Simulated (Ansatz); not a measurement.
# CuH3N (charge +1): molecular dynamics

The plan is to follow the two partners and see whether they stay together, part or react. The start is relaxed first. Runs: 300 steps of 0.5 fs under a Nosé-Hoover thermostat at 500 K. SMILES of the start: [Cu+].N.

Program: Ansatz 0.2.0. Level of theory: RKS PBE0/def2-SVP. These are calculated values, not measurements.

## Step 1: The starting structure

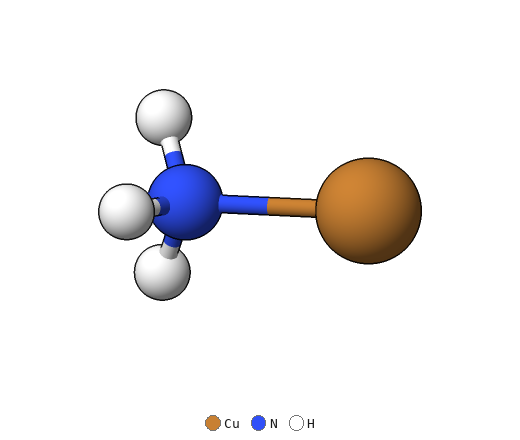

The starting structure, seen from a free direction (copper orange, nitrogen blue, hydrogen white).

As a file:

```xyz
5

Cu    0.0770   -0.1790   -1.8177
N    -0.0075    0.0172    0.1747
H     0.2562   -0.8463    0.6471
H    -0.9461    0.2609    0.4883
H     0.6204    0.7472    0.5077
```

## Step 2: Relaxing the start

Input file input.yaml:

```yaml
crystal:
  periodic: [false, false, false]
  atoms:
    - { symbol: Cu, position_ang: [0.077, -0.179, -1.8177] }
    - { symbol: "N", position_ang: [-0.0075, 0.0172, 0.1747] }
    - { symbol: H, position_ang: [0.2562, -0.8463, 0.6471] }
    - { symbol: H, position_ang: [-0.9461, 0.2609, 0.4883] }
    - { symbol: H, position_ang: [0.6204, 0.7472, 0.5077] }
total_charge: 1
basis:
  gaussian: { orbitals: def2-SVP }
hamiltonian:
  xc: pbe0
relax:
  f_tol: 0.02
  max_steps: 40
```

The run is started by

```sh
$ ansatz run input.yaml --threads 1 --pin off --max-ram 2048MiB --backend cpu --events-out ev --progress --plain --runs-dir out
```

Log, cut to the lines that bear on the results:

```text
Warning: RAYON_NUM_THREADS=1 ignored (pool sized by the plan → 1); use --threads N
[...]
Functional definition: PBE0
[...]
696 factors; integrals over basis functions are off by at most 4.1e-4 eV
[...]
mean field -46157.65689109 eV, -1696.2626039640 hartree, gradient 4.1e-5 eV, S^2 0.000000; 0 other end points of the search recorded, 0 dependent functions left out
[...]
reference -46157.65691980 eV, -1696.2626050189 hartree; 19, 19 occupied and 41, 41 virtual orbitals, 696 factors
relax step   1: F+E_penalty+E_count = -46157.65689109 eV  Δ(F+E_penalty+E_count) = +0.000e0 eV  max|allowed force component| = 8.945e-1 eV/Å  Δτ_max = 0.0000 Å  (26 SCF iters, accepted)
[...]
relax step   3: F+E_penalty+E_count = -46157.67557185 eV  Δ(F+E_penalty+E_count) = -6.560e-3 eV  max|allowed force component| = 2.466e-2 eV/Å  Δτ_max = 0.0176 Å  (31 SCF iters, accepted)
[...]
relax step   4: F+E_penalty+E_count = -46157.67561698 eV  Δ(F+E_penalty+E_count) = -4.512e-5 eV  max|allowed force component| = 5.716e-3 eV/Å  Δτ_max = 0.0021 Å  (24 SCF iters, accepted)
696 factors; integrals over basis functions are off by at most 4.5e-4 eV
mean field -46157.67561698 eV, -1696.2632921277 hartree, gradient 1.1e-5 eV, S^2 0.000000; 1 other end points of the search recorded, 0 dependent functions left out
[...]
reference -46157.67564596 eV, -1696.2632931927 hartree; 19, 19 occupied and 41, 41 virtual orbitals, 696 factors
Total energy: -46157.67564596 eV, -1696.2632931927 hartree
Atom 0 at     0.075634    -0.175114    -1.783707 Å, force     0.000008    -0.000017    -0.000201 eV/Å
Atom 1 at    -0.006381     0.014777     0.150545 Å, force    -0.000074    -0.000319    -0.002308 eV/Å
Atom 2 at     0.254835    -0.843968     0.644310 Å, force     0.001701    -0.005543     0.001457 eV/Å
Atom 3 at    -0.943266     0.259187     0.485204 Å, force    -0.005716     0.001348     0.000429 eV/Å
Atom 4 at     0.619178     0.745118     0.503748 Å, force     0.004081     0.004530     0.000623 eV/Å
Dipole moment:    -0.012525     0.028997     0.295361 e Å
```

Wall time 8 s (1 thread of Arm Neoverse V2, shared host); peak memory 0.12 GiB.

Relaxation path:

```
step  energy from step 1 (eV)  largest force component (eV/Å)
   1                   0.0000                          0.8945
   2                  -0.0121                          0.5134
   3                  -0.0187                          0.0247
   4                  -0.0187                          0.0057
```

Step 1 is the start.

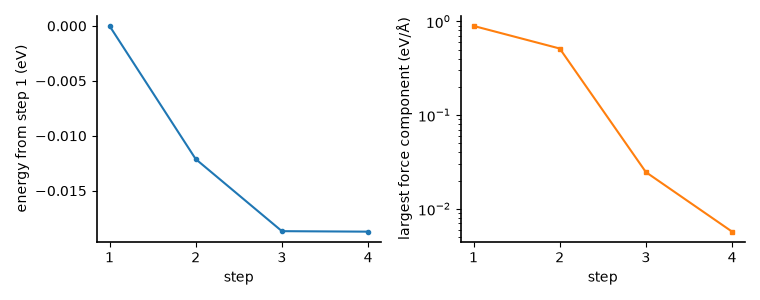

Energy and largest force along the relaxation.

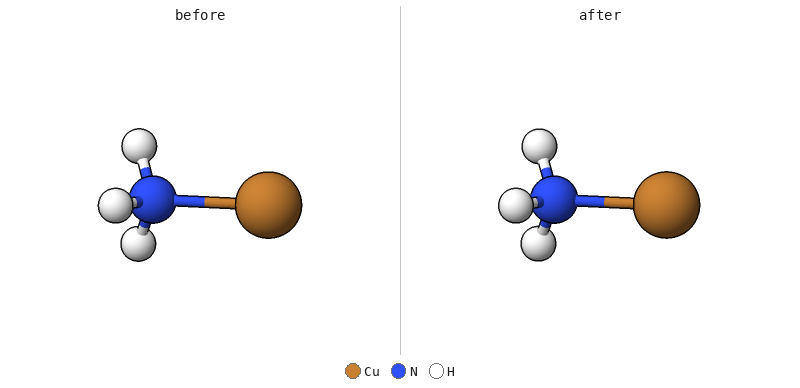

Before and after, at one scale.

After: Bond lengths: Cu1–N2 1.945 Å, N2–H3 1.024 Å, N2–H4 1.024 Å, N2–H5 1.024 Å. Angles: Cu1–N2–H3 112.7°, Cu1–N2–H4 112.7°, Cu1–N2–H5 112.7°, H3–N2–H4 106.0°, H3–N2–H5 106.0°, H4–N2–H5 106.0°.

## Step 3: Dynamics

300 steps of 0.5 fs under a Nosé-Hoover thermostat at 500 K, from the relaxed start.

Input file input.yaml:

```yaml
crystal:
  periodic: [false, false, false]
  atoms:
    - { symbol: Cu, position_ang: [0.075634, -0.175114, -1.783707] }
    - { symbol: "N", position_ang: [-0.006381, 0.014777, 0.150545] }
    - { symbol: H, position_ang: [0.254835, -0.843968, 0.64431] }
    - { symbol: H, position_ang: [-0.943266, 0.259187, 0.485204] }
    - { symbol: H, position_ang: [0.619178, 0.745118, 0.503748] }
total_charge: 1
basis:
  gaussian: { orbitals: def2-SVP }
hamiltonian:
  xc: pbe0
md:
  timestep: 0.5
  n_steps: 300
  ensemble: nvt_nose_hoover
  temperature: 500.0
  initial_velocities: maxwell_boltzmann
  seed: 877498
```

The run is started by

```sh
$ ansatz run input.yaml --threads 1 --pin off --max-ram 2048MiB --backend cpu --events-out ev --progress --plain --runs-dir out
```

Log, cut to the lines that bear on the results:

```text
Warning: RAYON_NUM_THREADS=1 ignored (pool sized by the plan → 1); use --threads N
[...]
Functional definition: PBE0
[...]
703 factors; integrals over basis functions are off by at most 3.5e-4 eV
[...]
mean field -46157.67562297 eV, -1696.2632923479 hartree, gradient 2.2e-5 eV, S^2 0.000000; 0 other end points of the search recorded, 0 dependent functions left out
[...]
reference -46157.67565195 eV, -1696.2632934129 hartree; 19, 19 occupied and 41, 41 virtual orbitals, 703 factors
md step     0: t =     0.00 fs  T =   500.0 K  F+E_penalty+E_count = -46157.67562297 eV  E_kin = 0.193890 eV  conserved = -46157.48173297 eV  (28 SCF iters)
[...]
md step    20: t =    10.00 fs  T =   291.7 K  F+E_penalty+E_count = -46157.59416721 eV  E_kin = 0.113120 eV  conserved = -46157.48139178 eV  (31 SCF iters)
[...]
md step    40: t =    20.00 fs  T =   312.0 K  F+E_penalty+E_count = -46157.60019914 eV  E_kin = 0.121005 eV  conserved = -46157.48070673 eV  (32 SCF iters)
[...]
md step    60: t =    30.00 fs  T =   269.8 K  F+E_penalty+E_count = -46157.57991039 eV  E_kin = 0.104606 eV  conserved = -46157.48003243 eV  (27 SCF iters)
[...]
md step    79: t =    39.50 fs  T =   158.7 K  F+E_penalty+E_count = -46157.53409496 eV  E_kin = 0.061553 eV  conserved = -46157.47990261 eV  (25 SCF iters)
md step    80: t =    40.00 fs  T =   169.3 K  F+E_penalty+E_count = -46157.53804552 eV  E_kin = 0.065664 eV  conserved = -46157.47987652 eV  (25 SCF iters)
```

## Step 4: More of the same log: dynamics from the start

Output, continued, cut to the lines that bear on the results:

```text
md step    81: t =    40.50 fs  T =   209.9 K  F+E_penalty+E_count = -46157.55405741 eV  E_kin = 0.081405 eV  conserved = -46157.48030526 eV  (26 SCF iters)
[...]
md step   106: t =    53.00 fs  T =   301.3 K  F+E_penalty+E_count = -46157.58153518 eV  E_kin = 0.116846 eV  conserved = -46157.48004436 eV  (31 SCF iters)
[...]
md step   131: t =    65.50 fs  T =   218.9 K  F+E_penalty+E_count = -46157.54370492 eV  E_kin = 0.084868 eV  conserved = -46157.48114512 eV  (28 SCF iters)
[...]
md step   156: t =    78.00 fs  T =   378.1 K  F+E_penalty+E_count = -46157.59221669 eV  E_kin = 0.146613 eV  conserved = -46157.48020688 eV  (31 SCF iters)
[...]
md step   181: t =    90.50 fs  T =   192.5 K  F+E_penalty+E_count = -46157.50752823 eV  E_kin = 0.074656 eV  conserved = -46157.47981057 eV  (32 SCF iters)
md step   182: t =    91.00 fs  T =   186.8 K  F+E_penalty+E_count = -46157.50482369 eV  E_kin = 0.072420 eV  conserved = -46157.47972305 eV  (25 SCF iters)
```

## Step 5: The log goes on: dynamics from the start

Output, continued, cut to the lines that bear on the results:

```text
md step   183: t =    91.50 fs  T =   208.9 K  F+E_penalty+E_count = -46157.51326085 eV  E_kin = 0.081007 eV  conserved = -46157.47997413 eV  (26 SCF iters)
[...]
md step   204: t =   102.00 fs  T =   561.7 K  F+E_penalty+E_count = -46157.63532169 eV  E_kin = 0.217803 eV  conserved = -46157.48090879 eV  (31 SCF iters)
[...]
md step   225: t =   112.50 fs  T =   346.8 K  F+E_penalty+E_count = -46157.53450345 eV  E_kin = 0.134487 eV  conserved = -46157.48069178 eV  (31 SCF iters)
[...]
md step   246: t =   123.00 fs  T =   478.6 K  F+E_penalty+E_count = -46157.56914424 eV  E_kin = 0.185583 eV  conserved = -46157.47991773 eV  (32 SCF iters)
[...]
md step   299: t =   149.50 fs  T =   591.5 K  F+E_penalty+E_count = -46157.56166194 eV  E_kin = 0.229381 eV  conserved = -46157.48058918 eV  (31 SCF iters)
[...]
md step   300: t =   150.00 fs  T =   581.3 K  F+E_penalty+E_count = -46157.55592956 eV  E_kin = 0.225421 eV  conserved = -46157.48012868 eV  (27 SCF iters)
Total energy: -46157.55595891 eV, -1696.2588947749 hartree
Atom 0 at     0.075998    -0.176348    -1.784822 Å, force     0.003376     0.110059     0.068452 eV/Å
Atom 1 at    -0.000654     0.025162     0.159820 Å, force    -0.133232     0.520565     0.010190 eV/Å
Atom 2 at     0.177895    -0.906282     0.558239 Å, force     0.744151     0.468563     0.270713 eV/Å
Atom 3 at    -0.962377     0.189901     0.485433 Å, force     0.155205     0.438250    -0.136826 eV/Å
Atom 4 at     0.612669     0.810185     0.531014 Å, force    -0.769500    -1.537437    -0.212529 eV/Å
Dipole moment:    -0.032245     0.007761     0.284306 e Å
```

Wall time 8.1 min (1 thread of Arm Neoverse V2, shared host); peak memory 0.11 GiB.

## Step 6: The trajectory

One step in 12; energies are changes from step 0:

```
time (fs)  T (K)  potential energy change (meV/atom)  conserved energy change (meV/atom)
      0.0    500                                 0.0                                0.00
      6.0    169                                26.0                                0.29
     12.0    136                                28.7                                0.36
     18.0    244                                20.2                                0.15
     24.0    345                                12.7                                0.16
     30.0    270                                19.1                                0.34
     36.0    108                                32.0                                0.30
     42.0    320                                15.7                                0.03
     48.0    325                                16.1                                0.24
     54.0    245                                23.3                                0.36
     60.0    285                                20.6                                0.11
     66.0    207                                27.3                                0.13
     72.0    316                                20.1                                0.37
     78.0    378                                16.7                                0.31
     84.0    306                                23.6                                0.13
     90.0    222                                31.1                                0.29
     96.0    206                                33.8                                0.46
    102.0    562                                 8.1                                0.16
    108.0    316                                29.5                                0.20
    114.0    233                                37.6                                0.38
    120.0    312                                32.8                                0.31
    126.0    599                                13.2                                0.10
    132.0    445                                28.3                                0.37
    138.0     94                                57.7                                0.61
    144.0    497                                27.8                                0.25
    150.0    581                                23.9                                0.32
```

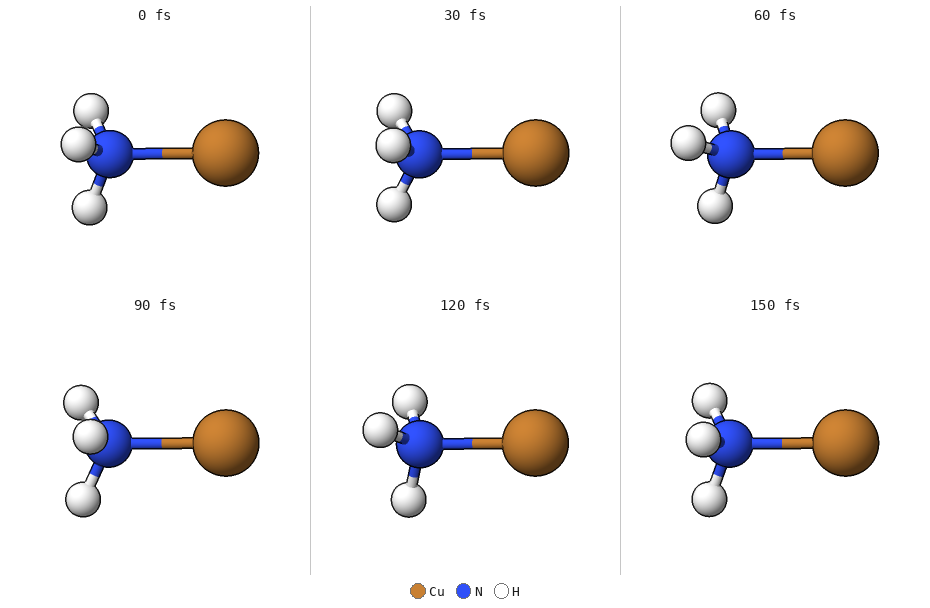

The system at six times, viewed from a chosen angle. Sticks join atoms within a bonding distance in each frame.

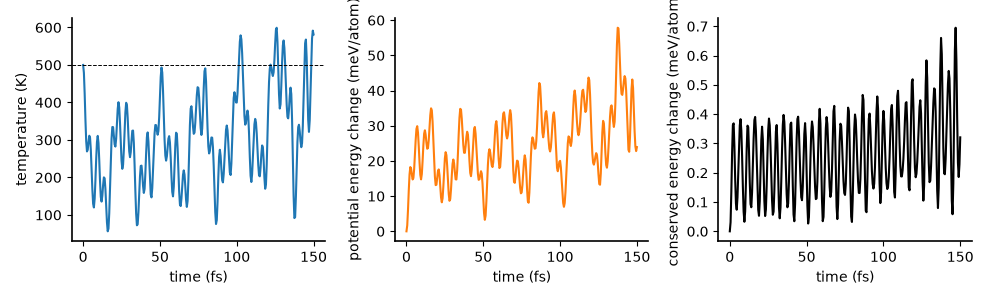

Traces against time; each panel has its own scale. The dashed line is the set temperature.

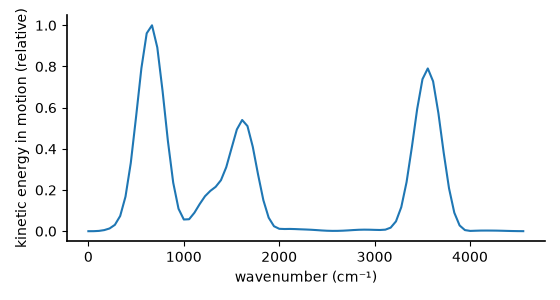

Power spectrum of the mass-weighted velocities; a run of 150 fs resolves no finer than about 440 cm⁻¹.

Maxima of the velocity power spectrum (cm⁻¹, relative height; resolution about 440 cm⁻¹): 670 (100), 1610 (54), 3560 (79).

## Step 7: Snapshots as a file

Extended XYZ, with forces in eV/Å:

```xyz
5
time_fs=19.0 T=335 dE=0.0657
Cu    0.076   -0.173   -1.790    0.034   -0.193    0.297
N    -0.009   -0.004    0.183    0.582    0.745   -0.901
H     0.282   -0.776    0.780   -0.262   -0.279    0.039
H    -0.955    0.307    0.404   -0.066   -0.142    0.442
H     0.630    0.772    0.410   -0.287   -0.131    0.123
5
time_fs=37.5 T=231 dE=0.1116
Cu    0.076   -0.178   -1.784   -0.031    0.305   -0.021
N    -0.016    0.040    0.151    0.687   -0.053    0.292
H     0.326   -0.877    0.451   -0.556   -0.280    0.329
H    -0.946    0.222    0.553    0.238   -0.254   -0.065
H     0.646    0.646    0.664   -0.337    0.283   -0.535
5
time_fs=56.0 T=310 dE=0.0913
Cu    0.075   -0.172   -1.778    0.081   -0.200   -0.294
N    -0.007   -0.010    0.126    0.380    1.319    1.008
H     0.301   -0.759    0.761   -0.573   -0.271   -0.326
H    -0.942    0.339    0.410    0.329   -0.636    0.087
H     0.607    0.759    0.464   -0.216   -0.211   -0.475
5
time_fs=75.0 T=439 dE=0.0553
Cu    0.076   -0.174   -1.784    0.002   -0.022    0.044
N    -0.013    0.005    0.156    0.951    1.279    0.074
H     0.312   -0.834    0.648   -0.558    0.009    0.112
H    -0.945    0.325    0.458    0.200   -0.571    0.198
H     0.634    0.760    0.496   -0.595   -0.695   -0.428
5
time_fs=94.0 T=326 dE=0.1192
Cu    0.076   -0.178   -1.791   -0.023    0.327    0.263
N    -0.014    0.039    0.181    1.119    0.431   -0.083
H     0.305   -0.901    0.449   -0.432    0.189    0.497
H    -0.960    0.230    0.530    0.216   -0.251    0.098
H     0.648    0.705    0.668   -0.880   -0.697   -0.774
5
time_fs=112.5 T=347 dE=0.1411
Cu    0.075   -0.172   -1.785    0.054   -0.345    0.033
N    -0.003   -0.021    0.153    0.233    1.798    0.929
H     0.231   -0.705    0.894    0.016   -0.073   -0.690
H    -0.947    0.323    0.417    0.414   -0.270   -0.119
H     0.615    0.814    0.375   -0.717   -1.110   -0.154
5
time_fs=131.0 T=545 dE=0.0996
Cu    0.076   -0.176   -1.777   -0.058    0.159   -0.399
N    -0.008    0.029    0.119   -0.047    0.248    1.540
H     0.222   -0.905    0.502    0.400    0.500    0.062
H    -0.932    0.190    0.569    0.359    0.210   -0.588
H     0.627    0.750    0.566   -0.654   -1.117   -0.616
5
time_fs=150.0 T=581 dE=0.1197
Cu    0.076   -0.176   -1.785    0.003    0.110    0.069
N    -0.001    0.025    0.160   -0.133    0.521    0.010
H     0.178   -0.906    0.558    0.744    0.469    0.271
H    -0.962    0.190    0.485    0.155    0.438   -0.137
H     0.613    0.810    0.531   -0.769   -1.537   -0.212
```

## Step 8: Summary of results

```
                              quantity                         value
               relaxation of the start       3 moves, 0.019 eV lower
                                length           300 steps of 0.5 fs
      temperature, first and last step                 500 and 581 K
              temperature, second half  mean 354 K, from 76 to 599 K
         potential energy, second half   +28 meV/atom from the start
largest change of the conserved energy                 0.69 meV/atom
                bonds formed or broken                             0
```

What this shows: Against a set 500 K the second half averages 354 K with a spread of 125 K; 28 meV/atom has gone into potential energy, and a thermostat that acts over some 100 fs has not made it up in 150 fs. The conserved energy strays from its start by at most 0.69 meV/atom, 2.9 % of the mean kinetic energy, fair for a step of 0.5 fs. The bonds all hold. Averages from a run of 150 fs with 5 atoms are rough. The nuclei move classically, without zero-point motion, which matters most for hydrogen.
